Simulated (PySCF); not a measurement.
**What a change does: NMR shielding calculation on BSiN$_{2}$H$_{7}$**

System: BSiN$_{2}$H$_{7}$.
Method of run 1: GIAO PBE0/pcSseg-2 NMR shielding, non-relativistic, gas phase (PySCF 2.14.0).

The geometry comes from this level: PBE0-D3(BJ)/def2-SVP. Text and figures count atoms from 1; the logs count them from 0 in places.

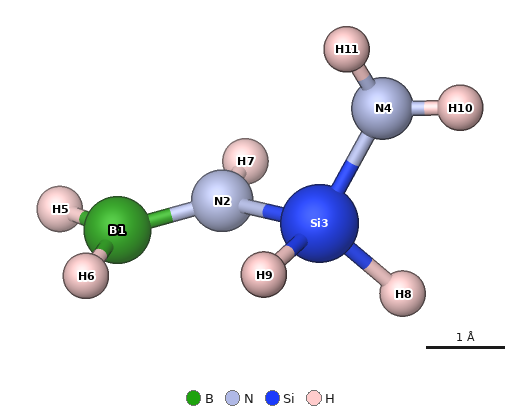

**Figure 1.** The structure as given in the input (ball-and-stick view, seen at a tilt; atoms are numbered from 1 in the order of the input). Bond lengths as drawn: B–H 1.21 Å, B–N 1.40 Å, H–N 1.01 to 1.02 Å, H–Si 1.49 Å and N–Si 1.72 to 1.76 Å.

Input file, run 1:
```
{"job": {"kind": "nmr", "xc": "PBE0", "basis": "pcSseg-2", "pop": false}, "charge": 0, "multiplicity": 1}
B      2.043274     0.141229    -0.485978
N      0.876316     0.234783     0.283384
Si    -0.647944    -0.607242     0.028421
N     -1.938371     0.533155     0.047023
H      3.020739     0.785849    -0.175205
H      2.057001    -0.582839    -1.456557
H      0.899088     0.866168     1.080684
H     -0.954927    -1.544618     1.150404
H     -0.442256    -1.371567    -1.236211
H     -2.824057     0.295326     0.476068
H     -2.052254     1.222810    -0.686576
```

The first line tells a small driver script what to run in PySCF; the rest is the geometry in Å.

Launched with:
```bash
OMP_NUM_THREADS=1 python <driver script> task.json out
```

Hardware: 1 CPU thread, shared host.

Output (run 1):
```
coarse grid: 9176 points
cycle   1  E = -427.8536882297  dE =  9.310e-02  |g| = 5.239e-01  |ddm| = 2.221e+00
cycle   2  E = -427.8070490413  dE =  4.664e-02  |g| = 7.021e-01  |ddm| = 7.002e-01
cycle   3  E = -427.9114455429  dE = -1.044e-01  |g| = 6.723e-02  |ddm| = 4.174e-01
cycle   4  E = -427.9124668341  dE = -1.021e-03  |g| = 2.321e-02  |ddm| = 6.280e-02
cycle   5  E = -427.9125857209  dE = -1.189e-04  |g| = 8.437e-03  |ddm| = 1.746e-02
cycle   6  E = -427.9125995031  dE = -1.378e-05  |g| = 2.313e-03  |ddm| = 5.577e-03
cycle   7  E = -427.9126007213  dE = -1.218e-06  |g| = 2.718e-04  |ddm| = 1.633e-03
final grid: 82728 points
cycle   8  E = -427.9215031003  dE = -5.660e-05  |g| = 7.183e-03  |ddm| = 2.724e-02
cycle   9  E = -427.9214915544  dE =  1.155e-05  |g| = 1.039e-02  |ddm| = 8.944e-03
cycle  10  E = -427.9215138767  dE = -2.232e-05  |g| = 6.583e-04  |ddm| = 5.232e-03
cycle  11  E = -427.9215139708  dE = -9.405e-08  |g| = 2.807e-04  |ddm| = 6.181e-04
cycle  12  E = -427.9215139873  dE = -1.658e-08  |g| = 9.222e-05  |ddm| = 1.828e-04
cycle  13  E = -427.9215139891  dE = -1.722e-09  |g| = 2.172e-05  |ddm| = 6.396e-05
cycle  14  E = -427.9215139892  dE = -1.060e-10  |g| = 2.937e-06  |ddm| = 1.670e-05
converged SCF energy = -427.9215139892

GIAO shielding tensors (ppm)
atom      isotropic    diamagn.    paramagn.     s11        s22        s33       span
  0 B       54.377     192.209    -137.832     18.688     25.511    118.932    100.244
  1 N      114.079     323.568    -209.489     -8.571    125.063    225.746    234.317
  2 Si     367.423     876.741    -509.318    328.186    374.361    399.723     71.537
  3 N      239.039     316.383     -77.344    207.828    249.479    259.811     51.983
  4 H       26.031      28.663      -2.632     24.219     26.154     27.720      3.501
  5 H       26.052      30.008      -3.956     23.600     26.271     28.284      4.683
  6 H       26.330      32.153      -5.823     22.793     26.618     29.579      6.786
  7 H       26.260      29.202      -2.942     23.282     24.788     30.711      7.429
  8 H       26.065      29.715      -3.651     22.827     24.966     30.401      7.574
  9 H       30.392      30.058       0.334     24.176     25.769     41.231     17.055
 10 H       30.617      31.290      -0.673     24.390     26.751     40.711     16.321
```

For run 2 the input was changed thus:
```diff
-"xc": "PBE0"
+"xc": "BHandHLYP"
```

Predict how the results change.

The total energies belong to different methods, so their difference says nothing on which is more stable or more accurate. The HOMO goes from −7.70 to −9.01 eV. The LUMO goes from −0.11 to 0.79 eV. The dipole moment goes from 2.39 to 2.25 D. Of all shieldings, the largest change is that of Si3, by +9.2 ppm. The functional changes from PBE0 to BHandHLYP. The SCF takes 12 iterations against 14.

Output (run 2):
```
coarse grid: 9176 points
cycle   1  E = -428.0843041736  dE =  1.111e-01  |g| = 4.582e-01  |ddm| = 2.188e+00
cycle   2  E = -428.0918606945  dE = -7.557e-03  |g| = 4.415e-01  |ddm| = 5.112e-01
cycle   3  E = -428.1312313850  dE = -3.937e-02  |g| = 4.893e-02  |ddm| = 2.399e-01
cycle   4  E = -428.1317627014  dE = -5.313e-04  |g| = 1.637e-02  |ddm| = 4.523e-02
cycle   5  E = -428.1318200609  dE = -5.736e-05  |g| = 4.543e-03  |ddm| = 1.223e-02
cycle   6  E = -428.1318240356  dE = -3.975e-06  |g| = 1.398e-03  |ddm| = 2.939e-03
final grid: 82728 points
cycle   7  E = -428.1399825195  dE = -1.990e-05  |g| = 3.008e-03  |ddm| = 1.681e-02
cycle   8  E = -428.1399823380  dE =  1.815e-07  |g| = 3.203e-03  |ddm| = 3.581e-03
cycle   9  E = -428.1399844053  dE = -2.067e-06  |g| = 1.591e-04  |ddm| = 1.631e-03
cycle  10  E = -428.1399844117  dE = -6.413e-09  |g| = 6.898e-05  |ddm| = 1.960e-04
cycle  11  E = -428.1399844128  dE = -1.079e-09  |g| = 1.481e-05  |ddm| = 6.041e-05
cycle  12  E = -428.1399844128  dE = -7.026e-11  |g| = 7.777e-06  |ddm| = 1.780e-05
converged SCF energy = -428.1399844128

GIAO shielding tensors (ppm)
atom      isotropic    diamagn.    paramagn.     s11        s22        s33       span
  0 B       58.027     190.418    -132.390     22.390     32.082    119.610     97.220
  1 N      120.947     323.757    -202.809     -0.520    134.073    229.289    229.809
  2 Si     376.661     875.065    -498.404    340.318    382.779    406.885     66.567
  3 N      239.868     316.176     -76.308    209.001    250.227    260.376     51.375
  4 H       26.464      28.801      -2.337     24.739     26.329     28.324      3.585
  5 H       26.480      30.021      -3.541     24.233     26.439     28.770      4.537
  6 H       26.857      32.526      -5.670     22.985     27.017     30.568      7.584
  7 H       26.762      29.283      -2.521     23.707     25.248     31.332      7.625
  8 H       26.560      29.752      -3.192     23.296     25.435     30.949      7.653
  9 H       30.540      30.334       0.206     24.269     25.892     41.459     17.190
 10 H       30.763      31.535      -0.772     24.437     26.869     40.983     16.546
```

The two runs side by side:

```csv
quantity,run 1,run 2
outcome,converged,converged
total energy (hartree),−427.921514,−428.139984
HOMO (eV),−7.70,−9.01
LUMO (eV),−0.11,0.79
dipole moment (D),2.39,2.25
shielding of B1 (ppm),54.4,58.0
shielding of N2 (ppm),114.1,120.9
shielding of Si3 (ppm),367.4,376.7
shielding of N4 (ppm),239.0,239.9
shielding of H7 (ppm),26.3,26.9
shielding of H8 (ppm),26.3,26.8
shielding of H9 (ppm),26.1,26.6
SCF iterations,14,12
basis functions,249,249
wall time (shared host),37 s,40 s
```
